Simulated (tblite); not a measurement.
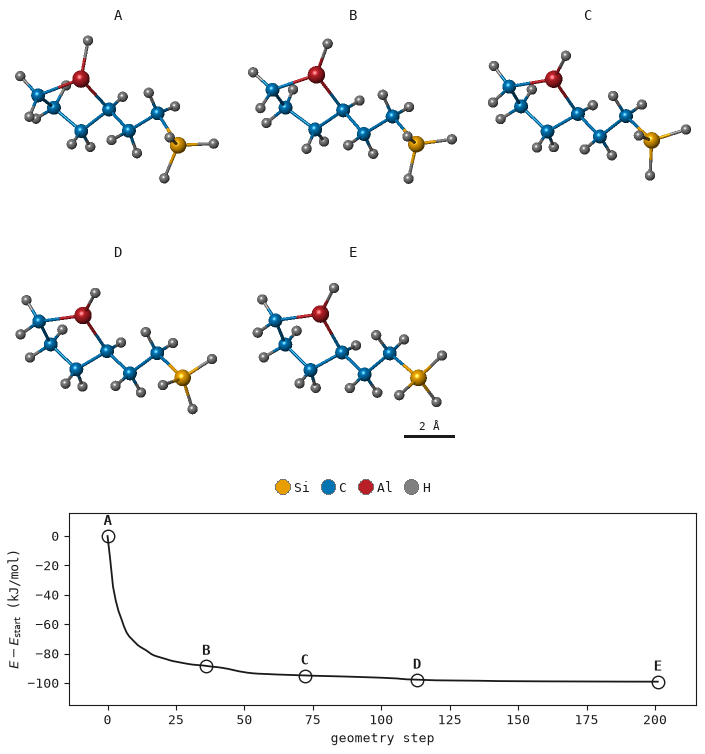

Frames of a relaxation of C6H15AlSi, marked on the history of the run. A ball-and-stick model, seen at a tilt.

Theory: tblite 0.8.0, GFN2-xTB geometry optimisation, gas phase. 

> Describe the path.

An H atom moves most after the best rigid fit: 1.65 Å. By element the largest moves are H 1.65 Å, C 0.52 Å, Si 0.29 Å, Al 0.25 Å. Some distances before and after: C–H 1.143 → 1.094 Å, Al–H 1.591 → 1.543 Å, C–C 1.494 → 1.532 Å, H–Si 1.496 → 1.466 Å. Among the angles between lasting bonds that change: C–Al–H 120.1° → 131.4°, H–C–H 115.5° → 105.4°, C–Al–H 122.4° → 131.8°. Groups turn about C–Si by about 45°, C–C by about 20°. After 201 geometry steps the energy has fallen by 99.1 kJ/mol. Cost: 3.5 s on 1 thread of Arm Neoverse N1 (shared host). From step 0 to 36: an H atom moves most (0.55 Å), energy −88.3 kJ/mol. From step 36 to 72: an H atom moves most (0.67 Å), energy −6.55 kJ/mol. From step 72 to 113: H atoms move most (0.61 Å), energy −2.91 kJ/mol. From step 113 to 201: an H atom moves most (0.49 Å), energy −1.28 kJ/mol.

| step | E − E(0), kJ/mol |
| --- | --- |
| 0 | 0.00 |
| 1 | -16.44 |
| 2 | -34.42 |
| 3 | -43.93 |
| 4 | -51.02 |
| 5 | -56.09 |
| 6 | -61.47 |
| 7 | -65.79 |
| 8 | -68.47 |
| 9 | -70.38 |
| 10 | -72.36 |
| 20 | -82.92 |
| 30 | -87.18 |
| 40 | -89.16 |
| 50 | -92.65 |
| 60 | -94.05 |
| 70 | -94.78 |
| 80 | -95.26 |
| 90 | -95.80 |
| 100 | -96.39 |
| 111 | -97.67 |
| 121 | -98.19 |
| 131 | -98.35 |
| 141 | -98.64 |
| 151 | -98.78 |
| 161 | -98.88 |
| 171 | -98.95 |
| 181 | -99.00 |
| 191 | -99.05 |
| 201 | -99.08 |
